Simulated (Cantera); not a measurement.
Input: 1 mol BaF2, 6.4 mol O2, 18 mol N2, equilibrated at 260 Pa.

Method: chemical equilibrium by Gibbs-energy minimisation in Cantera with the NASA 1993 tables (ideal gas, pure condensed phases). Candidate condensed phases: Ba, BaF2, BaO; 20 gas species. The numbers say what is thermodynamically allowed, not how fast it happens.

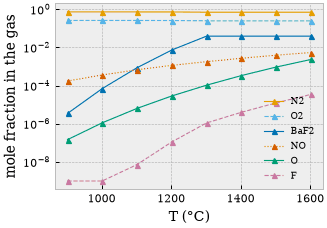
Figure: Equilibrium gas composition (values under 1e-9 drawn at 1e-9)

Question: Read off the mole fractions at 1302 °C.

Answer: N2 about 0.71, O2 about 0.25, BaF2 about 0.039, NO about 0.0018, O about 0.00011, F about 1.1e-6.
